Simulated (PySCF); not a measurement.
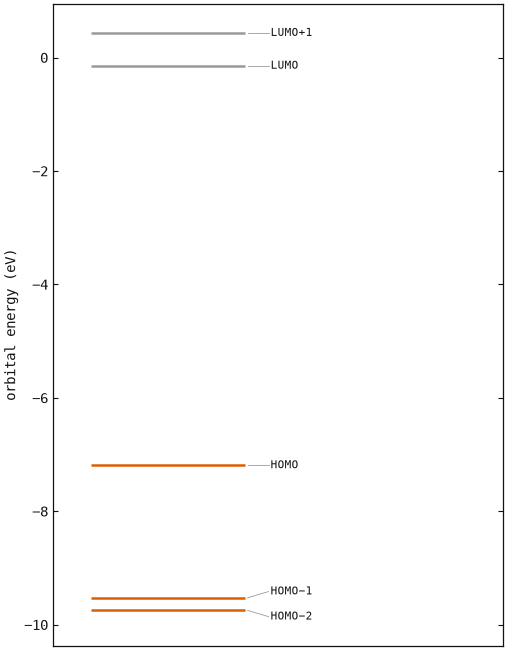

Kohn-Sham orbital energies near the frontier, B3LYP/def2-SVPD in PySCF 2.14.0, at a GFN2-xTB geometry (no frequency check), isolated molecule; empty levels in grey, levels within 0.03 eV side by side.

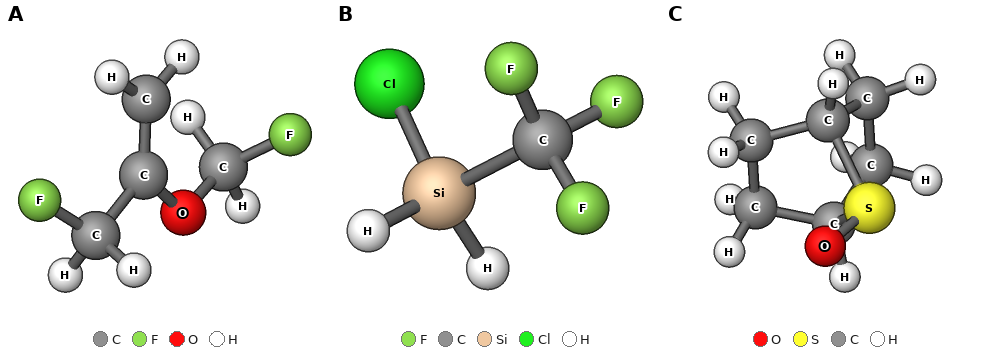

Which molecule has this level scheme? The candidates are drawn in the second picture.

Structure A, C₄H₆F₂O, SMILES C=C(CF)OCF. HOMO −7.19 eV, LUMO −0.15 eV, separation 7.05 eV.

Caveats: the tight-binding geometry is rougher than a DFT one and adds to the error; one conformer of a flexible molecule; empty levels above zero depend strongly on the basis.
